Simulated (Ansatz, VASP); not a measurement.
# Cross-check of Ge (Germanium) between VASP and Ansatz, part 2 of 2

Aim: how closely do two programs agree when they are given the same cell, functional and k mesh? The cell is taken from a series of VASP runs on this material, whose earlier steps may have relaxed, scaled or displaced it; both programs get it as it stands. Valence electrons are named where the data sets of a main pair hold unlike numbers.

VASP 6.6.1 and Ansatz 0.2.0.

So far. Step 3 (VASP: band structure, PBE): The run ends at a pressure of 3.44 GPa.

### Step 6. VASP: band structure, r2SCAN

Level of this step: r2SCAN; plane waves and PAW (Ge_d) (VASP).

The same path points are solved in both programs, so levels can be compared one by one.

The input, INCAR:

```
SYSTEM = Ge
PREC = Accurate
ENCUT = 360
EDIFF = 1E-06
NELM = 100
ISMEAR = 0
SIGMA = 0.03
LREAL = .FALSE.
ALGO = Normal
METAGGA = R2SCAN
LASPH = .TRUE.
NBANDS = 26
LORBIT = 11
LWAVE = .FALSE.
LCHARG = .FALSE.
KPAR = 8
```

The input, POSCAR:

```
Ge
1.0
    0.0000000000      2.8289100000      2.8289100000
    2.8289100000      0.0000000000      2.8289100000
    2.8289100000      2.8289100000      0.0000000000
Ge
2
Direct
    0.7500000000      0.7500000000      0.7500000000
    0.5000000000      0.5000000000      0.5000000000
```

The input, KPOINTS:

```
Automatic mesh
0
Gamma
6 6 6
0 0 0
```

The input, KPOINTS_OPT:

```
Line mode
10
Line-mode
Reciprocal
  0.00000000   0.00000000   0.00000000 GAMMA
  0.50000000   0.00000000   0.50000000 X

  0.50000000   0.00000000   0.50000000 X
  0.50000000   0.25000000   0.75000000 W

  0.50000000   0.25000000   0.75000000 W
  0.37500000   0.37500000   0.75000000 K

  0.37500000   0.37500000   0.75000000 K
  0.00000000   0.00000000   0.00000000 GAMMA

  0.00000000   0.00000000   0.00000000 GAMMA
  0.50000000   0.50000000   0.50000000 L

  0.50000000   0.50000000   0.50000000 L
  0.62500000   0.25000000   0.62500000 U

  0.62500000   0.25000000   0.62500000 U
  0.50000000   0.25000000   0.75000000 W

  0.50000000   0.25000000   0.75000000 W
  0.50000000   0.50000000   0.50000000 L

  0.50000000   0.50000000   0.50000000 L
  0.37500000   0.37500000   0.75000000 K

  0.62500000   0.25000000   0.62500000 U
  0.50000000   0.00000000   0.50000000 X
```

PAW data sets: Ge_d (PBE family, release 64).

Started as:

```bash
$ mpirun -np 8 vasp_std
```

Numbers of over 12 decimals in the logs are rounded to 6 here.

Output:

```text
[banner, memory and clock lines left out]
running    8 mpi-ranks, on    1 nodes
[...]
[... a notice as in an earlier step ...]

|                                                                             |
|               ----> ADVICE to this user running VASP <----                  |
|                                                                             |
|     You enforced a specific xc type in the INCAR file but a different       |
|     [... a line on the potential file left out ...]
|     I HOPE YOU KNOW WHAT YOU ARE DOING!                                     |
|                                                                             |

 LDA part: xc-table for (None), standard interpolation
 POSCAR, INCAR and KPOINTS ok, starting setup
[...]
entering main loop
       N       E                     dE             d eps       ncg     rms          rms(c)
DAV:   1     0.158116056882E+03    0.15812E+03   -0.11103E+04  1008   0.251E+03
DAV:   2    -0.423027691524E+01   -0.16235E+03   -0.15467E+03   832   0.481E+02
[...]
1 F= -.27700938E+02 E0= -.27700938E+02  d E =-.964914E-23
 Start KPOINTS_OPT (optional k-point list driver)
k-point batch [1-16\100]
       N       E                     dE             ncg
DAV:   1    -0.365048760312E+04   -0.13289E+05     1044
DAV:   2    -0.625002984429E+04   -0.25995E+04      856
DAV:   3    -0.665229826453E+04   -0.40227E+03      954
DAV:   4    -0.666320225950E+04   -0.10904E+02      912
DAV:   5    -0.666334526249E+04   -0.14300E+00      986
DAV:   6    -0.666334872883E+04   -0.34663E-02      918
DAV:   7    -0.666334885107E+04   -0.12224E-03      966
DAV:   8    -0.666334885589E+04   -0.48161E-05      816
DAV:   9    -0.666334885611E+04   -0.21865E-06      534
[...]
k-point batch [97-100\100]
       N       E                     dE             ncg
DAV:   1     0.902430854519E+04   -0.44161E+04      248
DAV:   2     0.835111823174E+04   -0.67319E+03      208
DAV:   3     0.824693410469E+04   -0.10418E+03      258
DAV:   4     0.824388629825E+04   -0.30478E+01      220
DAV:   5     0.824384706307E+04   -0.39235E-01      240
DAV:   6     0.824384610687E+04   -0.95620E-03      222
DAV:   7     0.824384607309E+04   -0.33784E-04      254
DAV:   8     0.824384607171E+04   -0.13796E-05      216
DAV:   9     0.824384607166E+04   -0.49698E-07      122
```

OUTCAR, selected parts (step 6):

```text
  Total        0.1590092      0.1590092      0.1590092      0.0000000     -0.0000000     -0.0000000
  in kB        5.6265938      5.6265938      5.6265938      0.0000000     -0.0000000     -0.0000000
  external PRESSURE =       5.6265938 kB  Pullay stress =       0.0000000 kB

 POSITION                                       TOTAL-FORCE (eV/Angst)
 -----------------------------------------------------------------------------------
      4.24336      4.24336      4.24336         0.000000      0.000000     -0.000000
      2.82891      2.82891      2.82891        -0.000000     -0.000000      0.000000
 -----------------------------------------------------------------------------------
    total drift:                                0.000000      0.000000      0.000000

  FREE ENERGIE OF THE ION-ELECTRON SYSTEM (eV)
  ---------------------------------------------------
  free  energy   TOTEN  =       -27.7009383379 eV

  energy  without entropy=      -27.7009383379  energy(sigma->0) =      -27.70093834

[... 2 parts as in an earlier step ...]

[... 1 further part left out ...]
[key lines of the parts left out:]
E-fermi :   5.0146
```

The run ends at a pressure of 0.56 GPa.

### Step 7. Ansatz: band structure, r2SCAN

The same cell, functional, mesh and smearing now go to Ansatz, which takes its cutoff from its data sets.

The cell is taken from a series of VASP runs on this material, whose earlier steps may have relaxed, scaled or displaced it; both programs get it as it stands.

The input, input.yaml:

```yaml
crystal:
  lattice:
    - [0.0, 2.82891, 2.82891]
    - [2.82891, 0.0, 2.82891]
    - [2.82891, 2.82891, 0.0]
  atoms:
    - { symbol: Ge, position: [0.75, 0.75, 0.75] }
    - { symbol: Ge, position: [0.5, 0.5, 0.5] }
hamiltonian:
  xc: r2scan
  pseudopotentials: { kind: paw }
kpoints:
  mp_grid: { grid: [6, 6, 6] }
  band_path:
    path:
      - [0.0, 0.0, 0.0]
      - [0.16667, 0.0, 0.16667]
      - [0.33333, 0.0, 0.33333]
      - [0.5, 0.0, 0.5]
      - [0.5, 0.08333, 0.58333]
      - [0.5, 0.19444, 0.69444]
      - [0.5, 0.25, 0.75]
      - [0.45833, 0.29167, 0.75]
      - [0.40278, 0.34722, 0.75]
      - [0.375, 0.375, 0.75]
      - [0.20833, 0.20833, 0.41667]
      - [0.08333, 0.08333, 0.16667]
      - [0.0, 0.0, 0.0]
      - [0.22222, 0.22222, 0.22222]
      - [0.38889, 0.38889, 0.38889]
      - [0.51389, 0.47222, 0.51389]
      - [0.55556, 0.38889, 0.55556]
      - [0.61111, 0.27778, 0.61111]
      - [0.61111, 0.25, 0.63889]
      - [0.56944, 0.25, 0.68056]
      - [0.51389, 0.25, 0.73611]
      - [0.5, 0.27778, 0.72222]
      - [0.5, 0.38889, 0.61111]
      - [0.5, 0.47222, 0.52778]
      - [0.48611, 0.48611, 0.52778]
      - [0.43056, 0.43056, 0.63889]
      - [0.38889, 0.38889, 0.72222]
      - [0.59722, 0.19444, 0.59722]
      - [0.55556, 0.11111, 0.55556]
      - [0.5, 0.0, 0.5]
    npoints: 1
scf:
  occupations: { method: gaussian, width: 0.03 }
  n_extra_bands: 7
output:
  forces: true
  stress: true
  eigenvalues: true
```

Started as:

```bash
$ ansatz run input.yaml --threads 2 --pin off --max-ram 4608MiB --backend cpu --events-out ev --progress --plain --runs-dir out
```

Output:

```text
[...]
Crystal: 2 atoms, lattice volume = 45.278 Å³
Basis set: ecut = 500 eV, 1139 PW (Γ), exchange–correlation on 120×120×120 points (64 copies of the dense FFT grid, shifted against one another)
Bands: 21, of which v1, the nominal top of the filled ones, is band 14 counted from 1 (13 counted from 0)
Symmetry: 48 space group operations
[...]
k-points: 16 of 216
[...]
k-point 0: bands = [... 10 lower, -4.9136, 8.3851, 8.3851, 8.3851, 8.8307, 11.1096, 11.1096, 11.1096, ... 3 higher]
  k-point 1: bands = [... 10 lower, -4.5603, 5.1930, 7.8365, 7.8365, 9.6329, 11.8390, 11.8390, 12.9177, ... 3 higher]
  k-point 2: bands = [... 10 lower, -3.5807, 2.1124, 7.1549, 7.1549, 9.0785, 12.4130, 12.4130, 15.9432, ... 3 higher]
  k-point 15: bands = [... 10 lower, -0.7483, -0.7483, 4.5064, 4.5064, 11.3717, 11.3717, 15.4128, 15.4128, ... 3 higher]
[key lines of the parts left out:]
SCF converged after 6 iterations
Free energy (F): -8605.774198 eV
Fermi energy:    8.608984 eV
P = ⅓ Tr σ = 0.5442 GPa (5.442 kbar)
```

Elapsed: 3.5 s, on 2 threads of Arm Neoverse N1, shared host; peak memory 0.39 GiB.

### Step 8. Differences

What differs besides the data sets and the points named for the pairs above, as far as they apply: VASP keeps PBE cores, Ansatz makes them for the functional; the cutoff is 500 eV in Ansatz and 360 eV in VASP. Total energies have different zeros and are not compared.

The two programs side by side:

```csv
quantity,Ansatz,VASP,difference
pressure (GPa),0.54,0.56,-0.02
pressure without Ansatz's Pulay correction (GPa),0.49,0.56,-0.07
gap over the path points (eV),0.446,0.406,+0.040
```

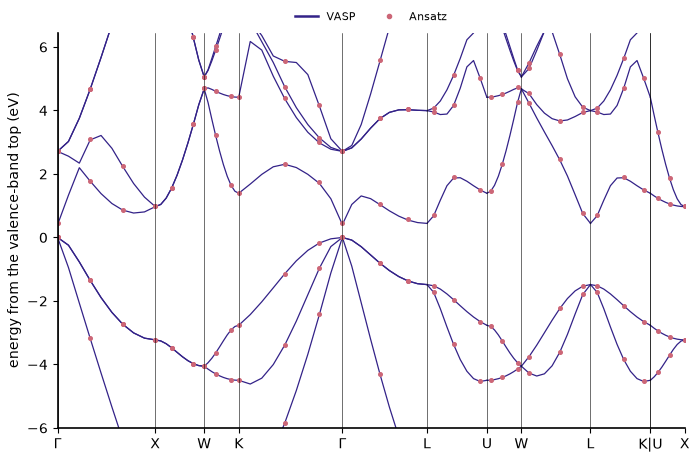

Bands from VASP (lines) and levels from Ansatz (dots). Dots without a line are higher empty bands that the VASP plot leaves out.

Levels at points of the path, from each program's valence-band top (eV; 3 filled, then empty):

```csv
k (reciprocal lattice),Ansatz,VASP
0.000 0.000 0.000,0.00 0.00 0.00 0.45 2.73 2.73,0.00 0.00 0.00 0.41 2.71 2.71
0.167 0.000 0.167,-3.17 -1.35 -1.35 1.78 3.10 4.68,-3.18 -1.35 -1.35 1.77 3.07 4.67
0.333 0.000 0.333,-6.37 -2.73 -2.73 0.87 2.25 7.78,-6.38 -2.73 -2.73 0.86 2.24 7.76
0.500 0.000 0.500,-9.21 -3.22 -3.22 0.98 0.98 10.13,-9.22 -3.23 -3.23 0.97 0.97 10.11
0.500 0.083 0.583,-9.19 -3.47 -3.47 1.56 1.56 9.12,-9.19 -3.47 -3.47 1.55 1.55 9.10
0.500 0.194 0.694,-9.12 -3.97 -3.97 3.57 3.57 6.30,-9.13 -3.98 -3.98 3.56 3.56 6.29
0.500 0.250 0.750,-9.11 -4.05 -4.05 4.70 4.70 5.06,-9.11 -4.06 -4.06 4.68 4.68 5.06
0.458 0.292 0.750,-8.79 -4.30 -3.63 3.22 4.62 5.91,-8.80 -4.30 -3.64 3.21 4.61 5.90
0.403 0.347 0.750,-8.61 -4.47 -2.91 1.65 4.45 7.36,-8.61 -4.48 -2.91 1.64 4.44 7.35
0.375 0.375 0.750,-8.59 -4.50 -2.76 1.40 4.43 7.74,-8.59 -4.50 -2.77 1.39 4.42 7.71
```

Among the levels compared at these points, filled levels agree within 13 meV and empty ones within 40 meV. Ansatz's pressure holds a Pulay correction of 0.05 GPa; VASP's holds none.

### Step 9. What the set-up changes

Further runs change the set-up of one program: Ansatz's method, potentials or start, or VASP's data sets, cutoff or form of LDA. The table gives Ansatz less VASP for each quantity, since a change that brings one quantity closer may part another.

```csv
run,pressure (GPa),gap over the path points (eV)
as above,-0.018,0.040
Ansatz's all-electron LAPW method,0.044,0.045
```

### Step 10. VASP: band structure, r2SCAN, spin-orbit coupling

The same path points are solved in both programs, so levels can be compared one by one.

Changes to INCAR since step 6:

```diff
@@ -11,3 +11,7 @@
 LASPH = .TRUE.
-NBANDS = 26
+LNONCOLLINEAR = .TRUE.
+MAGMOM = 0 0 0 0 0 0
+NBANDS = 40
+GGA_COMPAT = .FALSE.
+LSORBIT = .TRUE.
 LORBIT = 11
```

POSCAR is that of step 6.

KPOINTS is that of step 6.

KPOINTS_OPT is that of step 6.

Started as:

```bash
$ mpirun -np 8 vasp_ncl
```

Output:

```text
[banner, memory and clock lines left out]
running    8 mpi-ranks, on    1 nodes
[...]
[... a notice as in an earlier step ...]

 [... a notice as in an earlier step ...]

 LDA part: xc-table for (None), standard interpolation
 POSCAR, INCAR and KPOINTS ok, starting setup
[...]
entering main loop
       N       E                     dE             d eps       ncg     rms          rms(c)
DAV:   1     0.217312886347E+03    0.21731E+03   -0.11515E+04  1584   0.330E+03
DAV:   2     0.121133628166E+02   -0.20520E+03   -0.19735E+03  1280   0.742E+02
DAV:   3    -0.282361304349E+02   -0.40349E+02   -0.40008E+02  1472   0.183E+02
DAV:   4    -0.303724862814E+02   -0.21364E+01   -0.21332E+01  1464   0.508E+01
[...]
DAV:  14    -0.277178554903E+02   -0.28806E-05   -0.25499E-06  1272   0.306E-02    0.252E-03
DAV:  15    -0.277178567866E+02   -0.12964E-05   -0.21593E-06  1360   0.320E-02    0.139E-03
DAV:  16    -0.277178563123E+02    0.47431E-06   -0.55447E-08   816   0.278E-03
   1 F= -.27717856E+02 E0= -.27717856E+02  d E =-.485176E-15  mag=     0.0000     0.0000     0.0000
 Start KPOINTS_OPT (optional k-point list driver)
k-point batch [1-16\100]
       N       E                     dE             ncg
DAV:   1    -0.272184648820E+04   -0.11432E+05     1648
DAV:   2    -0.599260333258E+04   -0.32708E+04     1288
DAV:   3    -0.662967452576E+04   -0.63707E+03     1488
DAV:   4    -0.666254748266E+04   -0.32873E+02     1496
[...]
DAV:   8    -0.666317623809E+04   -0.37988E-04     1544
DAV:   9    -0.666317623997E+04   -0.18743E-05     1160
DAV:  10    -0.666317624011E+04   -0.14539E-06      904
[...]
k-point batch [97-100\100]
       N       E                     dE             ncg
DAV:   1     0.897734758328E+04   -0.39197E+04      376
DAV:   2     0.809258165976E+04   -0.88477E+03      320
DAV:   3     0.792718382441E+04   -0.16540E+03      352
DAV:   4     0.791815842683E+04   -0.90254E+01      384
DAV:   5     0.791798116997E+04   -0.17726E+00      368
DAV:   6     0.791797638745E+04   -0.47825E-02      392
DAV:   7     0.791797618417E+04   -0.20328E-03      360
DAV:   8     0.791797617256E+04   -0.11610E-04      392
DAV:   9     0.791797617189E+04   -0.66875E-06      288
```

From OUTCAR (step 10):

```text
  Total        0.1605042      0.1605042      0.1605042      0.0000000      0.0000000      0.0000000
  in kB        5.6794921      5.6794921      5.6794921      0.0000000      0.0000000      0.0000000
  external PRESSURE =       5.6794921 kB  Pullay stress =       0.0000000 kB

 POSITION                                       TOTAL-FORCE (eV/Angst)
 -----------------------------------------------------------------------------------
      4.24336      4.24336      4.24336         0.000000      0.000000      0.000000
      2.82891      2.82891      2.82891        -0.000000     -0.000000     -0.000000
 -----------------------------------------------------------------------------------
    total drift:                                0.000000      0.000000      0.000000

  FREE ENERGIE OF THE ION-ELECTRON SYSTEM (eV)
  ---------------------------------------------------
  free  energy   TOTEN  =       -27.7178563123 eV

  energy  without entropy=      -27.7178563123  energy(sigma->0) =      -27.71785631

 magnetization (x)
# of ion       s       p       d       tot
------------------------------------------
    1       -0.000  -0.000   0.000  -0.000
    2        0.000  -0.000   0.000  -0.000
--------------------------------------------------
tot         -0.000  -0.000   0.000  -0.000

 magnetization (y)
# of ion       s       p       d       tot
------------------------------------------
    1       -0.000   0.000   0.000  -0.000
    2        0.000  -0.000   0.000  -0.000
--------------------------------------------------
tot          0.000  -0.000   0.000  -0.000

 magnetization (z)
# of ion       s       p       d       tot
------------------------------------------
    1        0.000  -0.000   0.000  -0.000
    2        0.000  -0.000   0.000   0.000
--------------------------------------------------
tot          0.000  -0.000   0.000  -0.000

[... 1 part as in an earlier step ...]

[... 2 further parts left out ...]
[key lines of the parts left out:]
E-fermi :   5.0582
```

The run ends at a pressure of 0.57 GPa.

### Step 11. Ansatz: band structure, r2SCAN, spin-orbit coupling

The same cell, functional, mesh and smearing now go to Ansatz, which takes its cutoff from its data sets.

The cell is taken from a series of VASP runs on this material, whose earlier steps may have relaxed, scaled or displaced it; both programs get it as it stands.

Changes to input.yaml since step 7:

```diff
@@ -10,3 +10,6 @@
   xc: r2scan
-  pseudopotentials: { kind: paw }
+  pseudopotentials: { kind: paw_fr }
+magnetization:
+  noncollinear: true
+  spin_orbit: true
 kpoints:
@@ -48,3 +51,3 @@
   occupations: { method: gaussian, width: 0.03 }
-  n_extra_bands: 7
+  n_extra_bands: 14
 output:
```

Started as:

```bash
$ ansatz run input.yaml --threads 2 --pin off --max-ram 4608MiB --backend cpu --events-out ev --progress --plain --runs-dir out
```

Output:

```text
[...]
non-collinear run that drives no moment, with spin-orbit: no starting moment large enough to seed its density (crystal.atoms[].spin), no starting occupations that ask for one, no magnetisation constraint and no magnetic field, so the semilocal B_xc is pinned to zero
Crystal: 2 atoms, lattice volume = 45.278 Å³
[...]
k-point 1: bands = [... 24 lower, 7.7415, 7.7415, 7.9269, 7.9269, 9.6311, 9.6311, 11.7678, 11.7678, ... 10 higher]
  k-point 2: bands = [... 24 lower, 7.0611, 7.0611, 7.2436, 7.2436, 9.0784, 9.0784, 12.3553, 12.3553, ... 10 higher]
  k-point 15: bands = [... 24 lower, 4.4703, 4.4703, 4.5382, 4.5382, 11.3409, 11.3409, 11.3998, 11.3998, ... 10 higher]
[key lines of the parts left out:]
SCF converged after 6 iterations
Magnetization: |M| = 0.0000 μB,  M = (+0.0000, +0.0000, +0.0000) μB
Free energy (F): -8600.310794 eV
Fermi energy:    8.657215 eV
P = ⅓ Tr σ = 0.5273 GPa (5.273 kbar)
```

Run time: 22 s. Hardware: 2 threads; peak memory 0.53 GiB.

### Step 12. Side by side

What differs besides the data sets and the points named for the pairs above, as far as they apply: spin-orbit coupling enters by fully relativistic files in Ansatz and inside the spheres in VASP. Total energies have different zeros and are not compared.

The two programs side by side:

```csv
quantity,Ansatz,VASP,difference
pressure (GPa),0.53,0.57,-0.04
pressure without Ansatz's Pulay correction (GPa),0.48,0.57,-0.09
gap over the path points (eV),0.354,0.311,+0.043
```

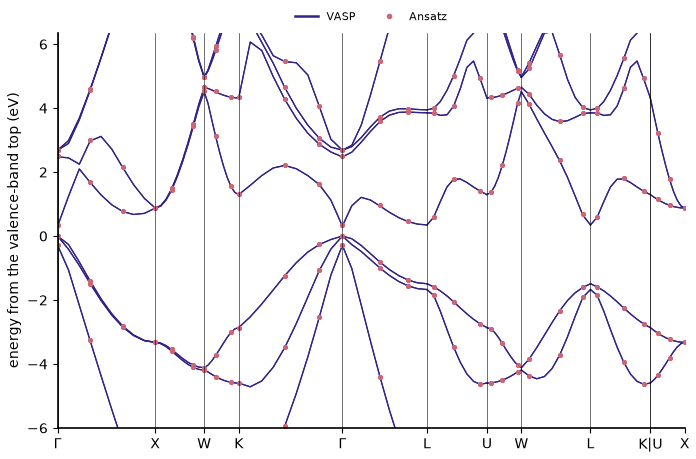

Bands from VASP (lines) and levels from Ansatz (dots). Dots without a line are higher empty bands that the VASP plot leaves out.

Levels at points of the path, from each program's valence-band top (eV; 6 filled, then empty):

```csv
k (reciprocal lattice),Ansatz,VASP
0.000 0.000 0.000,-0.29 -0.29 0.00 0.00 0.00 0.00 0.35 0.35 2.49 2.49 2.70 2.70,-0.29 -0.29 0.00 0.00 0.00 0.00 0.31 0.31 2.48 2.48 2.69 2.69
0.167 0.000 0.167,-3.26 -3.26 -1.49 -1.49 -1.41 -1.41 1.69 1.69 3.00 3.00 4.58 4.58,-3.28 -3.28 -1.49 -1.49 -1.41 -1.41 1.68 1.68 2.98 2.98 4.57 4.57
0.333 0.000 0.333,-6.46 -6.46 -2.84 -2.84 -2.81 -2.81 0.78 0.78 2.15 2.15 7.65 7.65,-6.47 -6.47 -2.85 -2.85 -2.82 -2.82 0.77 0.77 2.14 2.14 7.64 7.64
0.500 0.000 0.500,-9.30 -9.30 -3.32 -3.32 -3.32 -3.32 0.89 0.89 0.89 0.89 10.02 10.02,-9.31 -9.31 -3.32 -3.32 -3.32 -3.32 0.88 0.88 0.88 0.88 10.00 10.00
0.500 0.083 0.583,-9.27 -9.27 -3.59 -3.59 -3.55 -3.55 1.45 1.45 1.49 1.49 8.98 8.98,-9.28 -9.28 -3.59 -3.59 -3.55 -3.55 1.44 1.44 1.48 1.48 8.96 8.96
0.500 0.194 0.694,-9.20 -9.20 -4.11 -4.11 -4.04 -4.04 3.44 3.44 3.51 3.51 6.18 6.18,-9.21 -9.21 -4.11 -4.11 -4.04 -4.04 3.43 3.43 3.50 3.50 6.17 6.17
0.500 0.250 0.750,-9.19 -9.19 -4.19 -4.19 -4.11 -4.11 4.53 4.53 4.67 4.67 4.97 4.97,-9.20 -9.20 -4.19 -4.19 -4.12 -4.12 4.51 4.51 4.65 4.65 4.96 4.96
0.458 0.292 0.750,-8.89 -8.89 -4.39 -4.39 -3.73 -3.73 3.12 3.12 4.52 4.52 5.81 5.81,-8.89 -8.89 -4.40 -4.40 -3.73 -3.73 3.11 3.11 4.51 4.51 5.80 5.80
0.403 0.347 0.750,-8.70 -8.70 -4.57 -4.57 -3.01 -3.01 1.56 1.56 4.36 4.36 7.25 7.25,-8.71 -8.71 -4.57 -4.57 -3.01 -3.01 1.55 1.55 4.34 4.34 7.23 7.23
0.375 0.375 0.750,-8.68 -8.68 -4.59 -4.59 -2.86 -2.86 1.31 1.31 4.33 4.33 7.62 7.62,-8.69 -8.69 -4.60 -4.60 -2.86 -2.86 1.30 1.30 4.32 4.32 7.60 7.60
```

Among the levels compared at these points, filled levels agree within 14 meV and empty ones within 43 meV. Ansatz's pressure holds a Pulay correction of 0.05 GPa; VASP's holds none.

### Step 13. Results

```
largest difference of a filled level at the path points (band structure, PBE)                         : 1.9 meV
largest difference of a filled level at the path points (band structure, r2SCAN)                      : 13 meV
largest difference of a filled level at the path points (band structure, r2SCAN, spin-orbit coupling) : 14 meV
difference in gap over the path points (band structure, r2SCAN, spin-orbit coupling)                  : 0.043 eV
```

**Reading.** The difference in gap over the path points is 0.043 eV (band structure, r2SCAN, spin-orbit coupling), within the 0.08 eV picked in this series as the mark of a large difference. Band structure, PBE, Ansatz's all-electron LAPW method: the difference in gap over the path points goes from -0.0054 to 0.0011 eV. Band structure, r2SCAN, Ansatz's all-electron LAPW method: the difference in pressure goes from -0.018 to 0.044 GPa. 4 further runs of this series are not shown here. How closely two codes agree says nothing of how well the functional describes the real material.

[Lines on the potential files, build, host, timing and source positions are cut from VASP's logs without a mark.]

[Logs are printed without paths, hosts, clocks, repeated set-up lines and the standing remarks that a program may print on its own settings, such as how far it seeks lower states.]

[Hosts, paths, dates, database ids (printed as entryN), source tags and the programs' standing remarks are cut or masked in the printed files.]
